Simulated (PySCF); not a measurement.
# C₃H₇OSi−: electronic excitations and core binding energies

Wanted: the electronic excitations and core binding energies of C₃H₇OSi− (`C=C(C)O[SiH2-]`), by calculation.

The runs use PySCF 2.14.0, with density-fitted response routines of our own; the level of theory stands in each step. All values are computed, except where a source is named. Atoms count from 0, in the outputs and in this text.

### 1 Starting geometry

12 atoms, charge -1, multiplicity 1; geometry from: GFN2-xTB.

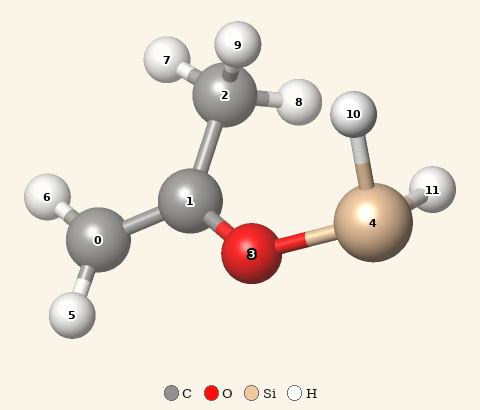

The starting geometry (carbon grey, oxygen red, silicon light orange, hydrogen white), atoms numbered.

### 2 Excited states and response: PBE0/def2-SVPD

Job settings and geometry (Å):

```
{"job": {"kind": "uv", "xc": "PBE0", "basis": "def2-SVPD", "nstates": 8, "ntriplets": 3}, "charge": -1, "multiplicity": 1}
C     -0.531767    -1.824008     0.517630
C     -0.051664    -0.593827     0.283744
C     -0.775575     0.330977    -0.664325
O      1.042659    -0.169762     0.864752
Si     1.877353     1.354333     0.747401
H     -0.031023    -2.500349     1.190913
H     -1.432563    -2.180491     0.043377
H     -1.666032    -0.142083    -1.077600
H     -0.103818     0.615681    -1.474161
H     -1.057511     1.241386    -0.135340
H      0.745452     2.340818     0.979139
H      1.985689     1.526640    -0.757429
```

Method: TDDFT PBE0/def2-SVPD, vertical, gas phase, core orbitals frozen in the response.

Started as:

```console
$ OMP_NUM_THREADS=1 python probes_run.py task.json out
```

This one command runs all jobs of the session in turn.

Standard output:

```text
coarse grid: 10312 points
cycle   1  E = -482.5001283221  dE =  4.223e-01  |g| = 6.691e-01  |ddm| = 4.921e+00
cycle   2  E = -482.3570667720  dE =  1.431e-01  |g| = 1.095e+00  |ddm| = 4.521e+00
cycle   3  E = -482.6027727543  dE = -2.457e-01  |g| = 1.811e-01  |ddm| = 1.940e+00
cycle   4  E = -482.6098676461  dE = -7.095e-03  |g| = 4.789e-02  |ddm| = 2.966e-01
cycle   5  E = -482.6103424085  dE = -4.748e-04  |g| = 2.168e-02  |ddm| = 1.172e-01
cycle   6  E = -482.6104730152  dE = -1.306e-04  |g| = 3.705e-03  |ddm| = 7.105e-02
cycle   7  E = -482.6104767340  dE = -3.719e-06  |g| = 7.633e-04  |ddm| = 2.175e-02
final grid: 94368 points
cycle   8  E = -482.6802586977  dE = -3.714e-05  |g| = 8.559e-03  |ddm| = 2.131e-01
cycle   9  E = -482.6802384935  dE =  2.020e-05  |g| = 1.323e-02  |ddm| = 3.647e-02
cycle  10  E = -482.6802742592  dE = -3.577e-05  |g| = 1.709e-03  |ddm| = 1.675e-02
cycle  11  E = -482.6802749708  dE = -7.116e-07  |g| = 2.632e-04  |ddm| = 3.102e-03
cycle  12  E = -482.6802749846  dE = -1.382e-08  |g| = 1.460e-04  |ddm| = 1.231e-03
cycle  13  E = -482.6802749899  dE = -5.260e-09  |g| = 3.006e-05  |ddm| = 4.672e-04
cycle  14  E = -482.6802749901  dE = -2.589e-10  |g| = 5.555e-06  |ddm| = 1.936e-04
converged SCF energy = -482.6802749901

Static polarisability (au): isotropic 97.011, principal 77.864 95.628 117.542

Singlet excitations
state   eV       nm        f      main configurations
  1   3.2757    378.5   0.03932   H->L 0.95
  2   3.6730    337.6   0.06546   H->L+1 0.77, H->L+3 0.22
  3   3.8492    322.1   0.00272   H->L+2 1.00
  4   4.1575    298.2   0.03869   H->L+4 0.42, H->L+3 0.39, H->L+1 0.13
  5   4.4185    280.6   0.00606   H->L+4 0.54, H->L+3 0.38
  6   4.9698    249.5   0.02229   H-1->L 0.97
  7   5.1814    239.3   0.18130   H->L+5 0.98
  8   5.3344    232.4   0.03116   H->L+6 0.98

Triplet excitations (Tamm-Dancoff, eV): 2.9322 3.2461 3.5808
```

It took 18 s on 1 thread of Arm Neoverse V2, shared host; peak memory 0.69 GiB.

Frontier orbitals and where they lie:

```csv
orbital,eV,atoms
HOMO−3,-4.17,"O3 55 %, C1 10 %, Si4 10 %"
HOMO−2,-3.67,"Si4 33 %, H10 22 %, H11 22 %"
HOMO−1,-1.93,"C0 35 %, O3 23 %, C1 17 %"
HOMO,0.10,"Si4 63 %, O3 13 %, H11 10 %"
LUMO,4.15,"C2 21 %, C0 21 %, H7 15 %"
LUMO+1,4.85,"Si4 30 %, C0 12 %, H6 10 %"
LUMO+2,4.94,"C1 32 %, C0 21 %, O3 13 %"
```

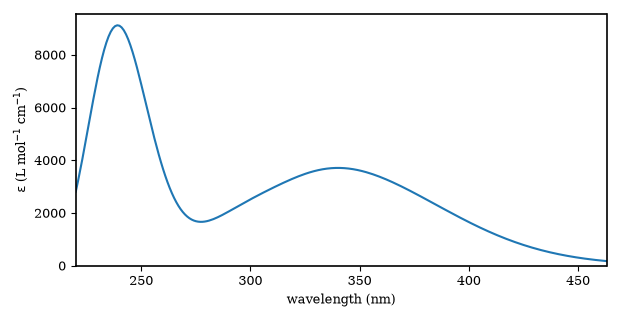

Absorption spectrum: each of the 8 states is a Gaussian band of 0.4 eV half-width at 1/e. Beyond the last state computed it falls off for lack of states.

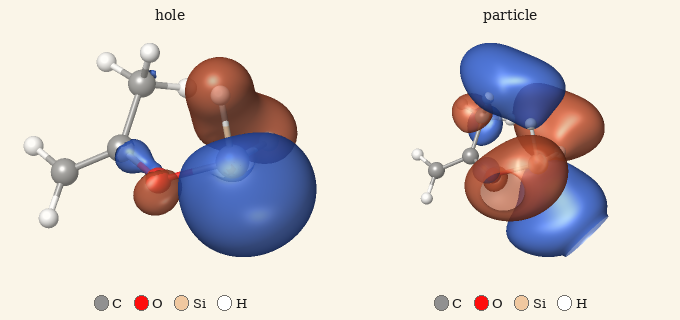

Leading natural transition orbitals of singlet state 7: the electron leaves the hole (left) for the particle orbital (right).

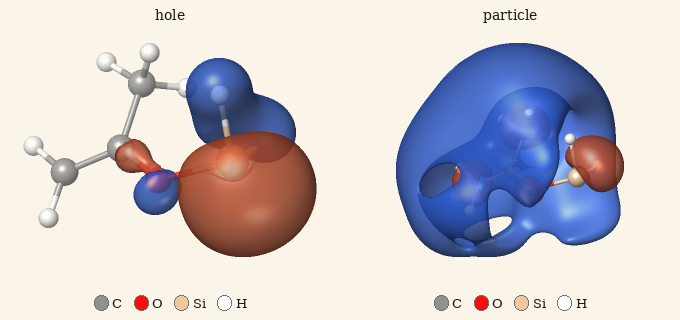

Leading natural transition orbitals of singlet state 1: the electron leaves the hole (left) for the particle orbital (right).

Further results of this job:

```csv
property,computed
polarisability (Å³),14.38
HOMO–LUMO gap (eV),4.05
−ε(HOMO) (eV),-0.10
```

The fields below are evaluated on a grid from the run's orbitals.

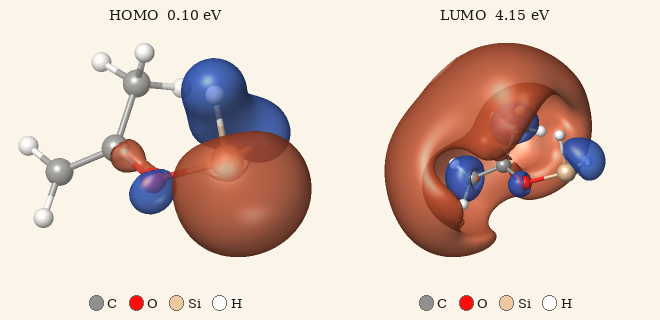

PBE0/def2-SVPD orbitals near the gap, drawn at the value that encloses 70 % of each; the two colours are the two signs. The LUMO is diffuse and is cut off by the edge of the grid.

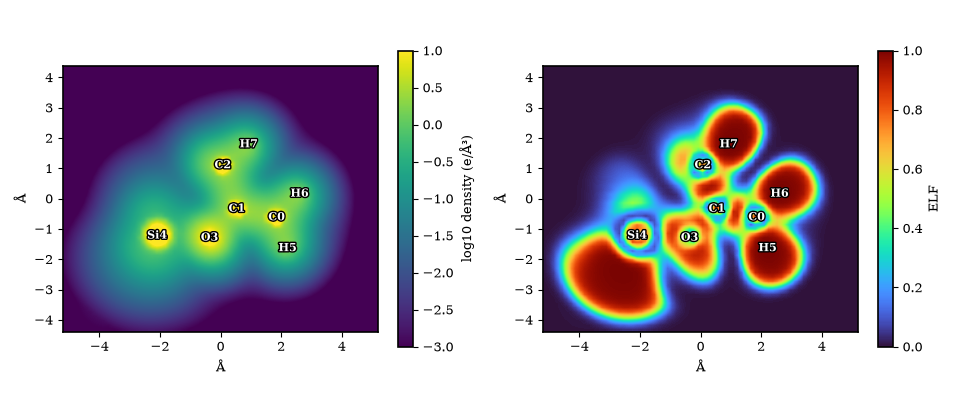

Density (left) and ELF (right) in a plane through or near 8 of the atoms.

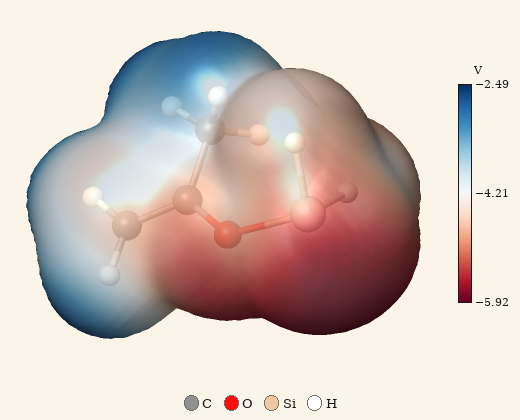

Electrostatic potential on the surface of density 0.002 e/bohr³; red is low, blue high. It runs from -5.92 V near Si4 to -2.49 V near H7.

### 3 Core holes by ΔSCF: SCAN, X2C

Settings changed since step 2:

```diff
@@ -1,2 +1,2 @@
-{"job": {"kind": "uv", "xc": "PBE0", "basis": "def2-SVPD", "nstates": 8, "ntriplets": 3}, "charge": -1, "multiplicity": 1}
+{"job": {"kind": "xps"}, "charge": -1, "multiplicity": 1}
 C     -0.531767    -1.824008     0.517630
```

Level: delta-SCF UKS SCAN, pcX-2 on the ionised atom, pcseg-1 elsewhere, spin-free X2C.

Standard output:

```text
ground state, core basis on atom 0 (C), 140 functions
  cycle   1  E = -483.63095176  |g| = 7.35e-01
  cycle   2  E = -483.37260541  |g| = 1.34e+00
  cycle   3  E = -483.74470992  |g| = 3.11e-01
  cycle   4  E = -483.76652816  |g| = 7.10e-02
  cycle   5  E = -483.76731358  |g| = 4.51e-02
  cycle   6  E = -483.76789162  |g| = 8.90e-03
  cycle   7  E = -483.76791208  |g| = 2.53e-03
  cycle   8  E = -483.76791667  |g| = 7.42e-04
  cycle   9  E = -483.76791449  |g| = 2.11e-04
  E(ground) = -483.80875493 Eh
hole in C 1s of atom 0
  cycle   1  E = -472.71190908  |g| = 1.51e+00
  cycle   2  E = -469.57023066  |g| = 2.48e+00
  cycle   3  E = -473.03559048  |g| = 6.24e-01
  cycle   4  E = -473.18659049  |g| = 5.17e-01
  cycle   5  E = -472.50587119  |g| = 7.65e-01
  cycle   6  E = -473.26801165  |g| = 2.27e-01
  cycle   7  E = -473.28990304  |g| = 9.51e-02
  cycle   8  E = -473.29536037  |g| = 3.98e-02
  cycle   9  E = -473.29631843  |g| = 1.07e-02
  cycle  10  E = -473.29639430  |g| = 1.84e-03
  cycle  11  E = -473.29639655  |g| = 6.08e-04
  cycle  12  E = -473.29639704  |g| = 2.26e-04
  E(ion) = -473.33664815 Eh   <S^2> = 0.7709   hole on atom = 1.000   binding energy = 284.961 eV
ground state, core basis on atom 1 (C), 140 functions
  cycle   1  E = -483.77063500  |g| = 6.26e-02
  cycle   2  E = -483.77000260  |g| = 5.58e-02
  cycle   3  E = -483.77035004  |g| = 4.42e-02
  cycle   4  E = -483.77083860  |g| = 1.11e-02
  cycle   5  E = -483.77086839  |g| = 1.44e-03
  cycle   6  E = -483.77086945  |g| = 4.03e-04
  E(ground) = -483.81152891 Eh
hole in C 1s of atom 1
  cycle   1  E = -472.62568524  |g| = 1.52e+00
  cycle   2  E = -470.60050587  |g| = 2.37e+00
  cycle   3  E = -472.94774818  |g| = 5.98e-01
  cycle   4  E = -472.36385787  |g| = 8.46e-01
  cycle   5  E = -473.14773454  |g| = 2.81e-01
  cycle   6  E = -473.18030199  |g| = 1.96e-01
  cycle   7  E = -473.08116425  |g| = 3.44e-01
  cycle   8  E = -473.19678064  |g| = 9.74e-02
  cycle   9  E = -473.09146453  |g| = 3.20e-01
  cycle  10  E = -473.09762999  |g| = 3.07e-01
  cycle  11  E = -473.10256830  |g| = 2.97e-01
  cycle  12  E = -473.10352130  |g| = 2.95e-01
  cycle  13  E = -473.10493352  |g| = 2.92e-01
  cycle  14  E = -473.12306897  |g| = 2.65e-01
  cycle  15  E = -473.19761723  |g| = 9.59e-02
  cycle  16  E = -473.19417670  |g| = 1.14e-01
  cycle  17  E = -473.19625883  |g| = 1.02e-01
  cycle  18  E = -473.08762737  |g| = 3.28e-01
  cycle  19  E = -473.08684931  |g| = 3.29e-01
  cycle  20  E = -473.07711741  |g| = 3.47e-01
  cycle  21  E = -473.07708509  |g| = 3.47e-01
  cycle  22  E = -473.07384326  |g| = 3.53e-01
  cycle  23  E = -473.06708344  |g| = 3.63e-01
  cycle  24  E = -472.58554837  |g| = 6.75e-01
  cycle  25  E = -472.93536271  |g| = 5.06e-01
  cycle  26  E = -473.19522969  |g| = 1.10e-01
  cycle  27  E = -473.19603863  |g| = 1.04e-01
  cycle  28  E = -473.19633998  |g| = 1.03e-01
  cycle  29  E = -473.20173024  |g| = 7.06e-02
  cycle  30  E = -473.18678504  |g| = 1.35e-01
  cycle  31  E = -473.19930731  |g| = 8.14e-02
  cycle  32  E = -473.18805703  |g| = 1.35e-01
  cycle  33  E = -473.12126475  |g| = 2.81e-01
  cycle  34  E = -473.11935833  |g| = 2.84e-01
  cycle  35  E = -473.12348388  |g| = 2.78e-01
  cycle  36  E = -473.18480222  |g| = 1.48e-01
  cycle  37  E = -473.20516674  |g| = 3.93e-02
  cycle  38  E = -473.20550696  |g| = 3.44e-02
  cycle  39  E = -473.20473483  |g| = 4.39e-02
  cycle  40  E = -473.20557084  |g| = 3.35e-02
  cycle  41  E = -473.20504387  |g| = 4.01e-02
  cycle  42  E = -473.20637682  |g| = 1.86e-02
  cycle  43  E = -473.20649513  |g| = 1.53e-02
  cycle  44  E = -473.20668876  |g| = 7.27e-03
  cycle  45  E = -473.20673821  |g| = 2.45e-03
  cycle  46  E = -473.20673907  |g| = 2.37e-03
  cycle  47  E = -473.20674463  |g| = 2.04e-04
  E(ion) = -473.24640894 Eh   <S^2> = 1.0001   hole on atom = 1.000   binding energy = 287.492 eV
ground state, core basis on atom 2 (C), 140 functions
  cycle   1  E = -483.76573674  |g| = 5.89e-02
  cycle   2  E = -483.76556315  |g| = 3.29e-02
  cycle   3  E = -483.76550630  |g| = 3.52e-02
  cycle   4  E = -483.76582357  |g| = 1.09e-02
  cycle   5  E = -483.76584813  |g| = 1.17e-03
  cycle   6  E = -483.76584877  |g| = 1.87e-04
  E(ground) = -483.80639502 Eh
hole in C 1s of atom 2
  cycle   1  E = -472.67299066  |g| = 1.51e+00
  cycle   2  E = -470.08735984  |g| = 2.40e+00
  cycle   3  E = -473.03592905  |g| = 5.52e-01
  cycle   4  E = -473.16732100  |g| = 3.98e-01
  cycle   5  E = -473.21983889  |g| = 1.98e-01
  cycle   6  E = -473.23414630  |g| = 7.42e-02
  cycle   7  E = -473.23671927  |g| = 2.50e-02
  cycle   8  E = -473.23708672  |g| = 6.96e-03
  cycle   9  E = -473.23712795  |g| = 2.40e-03
  cycle  10  E = -473.23713307  |g| = 9.50e-04
  cycle  11  E = -473.23713409  |g| = 5.55e-04
  cycle  12  E = -473.23713480  |g| = 3.29e-04
  E(ion) = -473.27693789 Eh   <S^2> = 0.7690   hole on atom = 1.000   binding energy = 286.521 eV
ground state, core basis on atom 3 (O), 140 functions
  cycle   1  E = -483.79898857  |g| = 1.02e-01
  cycle   2  E = -483.79720831  |g| = 1.06e-01
  cycle   3  E = -483.79845011  |g| = 6.96e-02
  cycle   4  E = -483.79941225  |g| = 1.24e-02
  cycle   5  E = -483.79945282  |g| = 2.21e-03
  cycle   6  E = -483.79945471  |g| = 6.17e-04
  cycle   7  E = -483.79945429  |g| = 7.73e-05
  E(ground) = -483.83696065 Eh
hole in O 1s of atom 3
  cycle   1  E = -463.37273474  |g| = 2.23e+00
  cycle   2  E = -462.46945168  |g| = 2.41e+00
  cycle   3  E = -464.00453708  |g| = 6.56e-01
  cycle   4  E = -464.04718559  |g| = 5.43e-01
  cycle   5  E = -464.21033650  |g| = 1.00e-01
  cycle   6  E = -464.21460177  |g| = 2.53e-02
  cycle   7  E = -464.21494967  |g| = 7.45e-03
  cycle   8  E = -464.21498921  |g| = 3.02e-03
  cycle   9  E = -464.21500370  |g| = 1.87e-03
  cycle  10  E = -464.21501844  |g| = 1.51e-03
  cycle  11  E = -464.21503319  |g| = 1.09e-03
  cycle  12  E = -464.21504270  |g| = 5.69e-04
  cycle  13  E = -464.21504479  |g| = 3.12e-04
  E(ion) = -464.25281128 Eh   <S^2> = 0.7712   hole on atom = 1.000   binding energy = 532.912 eV
ground state, core basis on atom 4 (Si), 151 functions
  cycle   1  E = -483.86281944  |g| = 2.99e-01
  cycle   2  E = -483.85966264  |g| = 1.54e-01
  cycle   3  E = -483.85509697  |g| = 2.07e-01
  cycle   4  E = -483.86384474  |g| = 2.72e-02
  cycle   5  E = -483.86401527  |g| = 8.45e-03
  cycle   6  E = -483.86403532  |g| = 1.34e-03
  cycle   7  E = -483.86403402  |g| = 3.43e-04
  E(ground) = -483.86301736 Eh
hole in Si 1s of atom 4
  cycle   1  E = -415.16203039  |g| = 4.35e+00
  cycle   2  E = -413.95745775  |g| = 2.42e+00
  cycle   3  E = -412.66158929  |g| = 2.04e+00
  cycle   4  E = -416.15517332  |g| = 3.84e-01
  cycle   5  E = -416.15403256  |g| = 3.75e-01
  cycle   6  E = -416.22112236  |g| = 1.56e-01
  cycle   7  E = -416.23289410  |g| = 3.26e-02
  cycle   8  E = -416.23319416  |g| = 1.93e-02
  cycle   9  E = -416.23334151  |g| = 4.14e-03
  cycle  10  E = -416.23335011  |g| = 1.30e-03
  cycle  11  E = -416.23335064  |g| = 2.28e-04
  E(ion) = -416.23959286 Eh   <S^2> = 0.7522   hole on atom = 1.000   binding energy = 1840.127 eV
hole in Si 2p of atom 4
  cycle   1  E = -479.82162172  |g| = 1.23e+00
  cycle   2  E = -478.39576234  |g| = 1.54e+00
  cycle   3  E = -478.01670589  |g| = 1.39e+00
  cycle   4  E = -480.12307468  |g| = 2.48e-01
  cycle   5  E = -480.10786690  |g| = 3.11e-01
  cycle   6  E = -480.15473441  |g| = 5.71e-02
  cycle   7  E = -480.15621324  |g| = 1.95e-02
  cycle   8  E = -480.15639522  |g| = 1.20e-02
  cycle   9  E = -480.15644717  |g| = 4.07e-03
  cycle  10  E = -480.15645616  |g| = 1.22e-03
  cycle  11  E = -480.15645730  |g| = 4.32e-04
  E(ion) = -480.16577025 Eh   <S^2> = 0.7515   hole on atom = 1.003   binding energy = 100.607 eV
  2p3/2 = 100.322 eV   2p1/2 = 100.953 eV
```

It took 45 s on 1 thread of Arm Neoverse V2, shared host; peak memory 0.57 GiB.

The holes in one table. −ε is the ground-state orbital energy:

```csv
hole,stands for,environment,ΔSCF (eV; 2p as the shell's mean),−ε (eV),⟨S²⟩
C1s on C0,C0,β carbon of an enol-ether or enamine type C=C,284.96,268.5,0.771
C1s on C1,C1,alkene carbon bearing oxygen,287.49 (doubtful),270.9,1.000
C1s on C2,C2,allylic methyl carbon,286.52,269.5,0.769
O1s on O3,O3,"oxygen bonded to C, Si",532.91,511.8,0.771
Si1s on Si4,Si4,"silicon bonded to O, 2 H",1840.13,1787.3,0.752
Si2p on Si4,Si4,"silicon bonded to O, 2 H",100.53,90.0,0.752
```

Doubtful: the ion did not converge, its hole moved, or its ⟨S²⟩ is well above 0.75.

With the spin-orbit splitting: Si4 2p3/2 100.32, 2p1/2 100.95 eV. The table gives each 2p level as the mean over the whole 2p shell (two parts 2p3/2, one part 2p1/2), which differs a little from the single hole in the log.

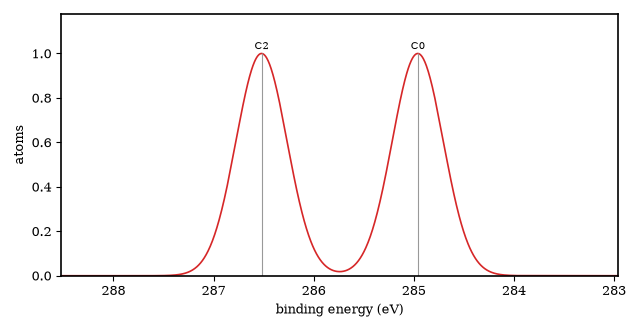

The C1s photoelectron lines, weighted by the number of atoms. Only 2 of the 3 C atoms are covered by sound results. Lines are broadened to a width of 0.60 eV (Gaussian).

### 4 Outcome

| quantity | value |
| --- | --- |
| lowest singlet (PBE0/def2-SVPD) | 3.28 eV (378 nm), f = 0.039 |
| brightest single state of those computed | state 7, 5.18 eV, f = 0.181 |
| lowest triplet | 2.93 eV |
| C1s binding energies, SCAN/pcX-2 (standing for 2 of 3 atoms) | C2 286.52, C0 284.96 eV |
| O1s binding energies, SCAN/pcX-2 | O3 532.91 eV |
| Si1s binding energies, SCAN/pcX-2 | Si4 1840.13 eV |
| Si2p binding energies, SCAN/pcX-2 | Si4 100.53 eV |

The lowest singlet, at 3.28 eV, is HOMO→LUMO 0.95 and is weak; of the 8 states computed, the strongest absorption comes from state 7 at 5.18 eV. The lowest triplet lies 0.34 eV below the lowest singlet (triplets in Tamm-Dancoff, singlets in full TDDFT). The lowest singlet lies above −ε(HOMO); no detachment energy was computed, so the anion's states may not be bound. C2 (allylic methyl carbon) binds its C1s electron 1.56 eV more tightly than C0 (β carbon of an enol-ether or enamine type C=C). Only 2 of the 3 C atoms are covered by sound results. At PBE0/def2-SVPD the HOMO lies above zero (+0.10 eV), as often for anions in the gas phase: self-interaction error lifts it, or the electron is held by the finite basis alone; counter-ions and solvent are missing.
